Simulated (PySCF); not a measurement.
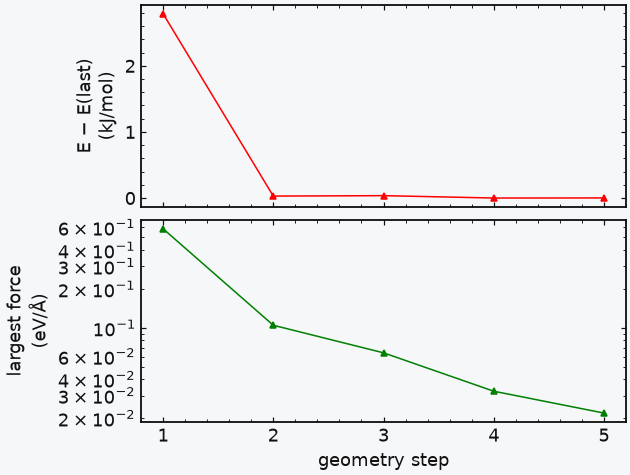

History of a geometry optimisation. The run: C6H5NO (SMILES O=Cc1ccccn1), by PBE0-D3(BJ)/def2-SVP, geometry optimisation in PySCF 2.14.0, density fitting.

The optimisation met its thresholds at geometry 5, counting the start as the first. The energy fell by about 2.8 kJ/mol from the first step to the last. The largest force goes from about 0.58 eV/Å at the start to 0.022 eV/Å at the end.
